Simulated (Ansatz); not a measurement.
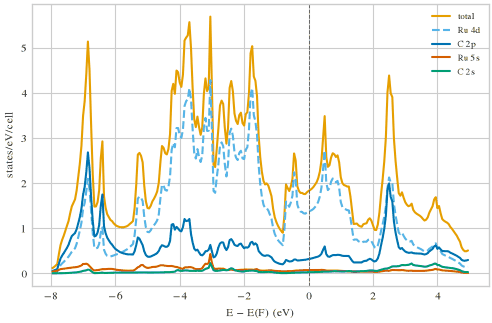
Total and projected density of states of RuC in space group R-3m (No. 166; Ru on 6c, C on 6c), PBE (plane waves, PAW; program Ansatz)

Q: Which orbitals carry the states next to the Fermi level?

A: Within 0.5 eV of the Fermi level: Ru 4d 77 %, C 2p 16 %. Projections are on Löwdin-orthogonalised atomic valence shells; empty p or d shells of many metals are not among them.

Q: Where is the tallest occupied peak in this window, and what makes it?

A: Near -3.0 eV, about 5.7 states/eV per cell; the largest projected share is Ru 4d.

The first step of the workflow began from a Materials Project structure, measured or hypothetical; the Crystallography Open Database copy checked does not list it. Its standing as an ambient phase is unchecked. The cell was relaxed with PBE under the symmetry of its start; whether a distortion lowers the energy is not shown. The run is not spin-polarised. Its formation energy is positive at this level, so the cell may be metastable or incomplete. Spin–orbit coupling is left out wherever it is not named.

Potentials: the later of the program's two PAW sets.
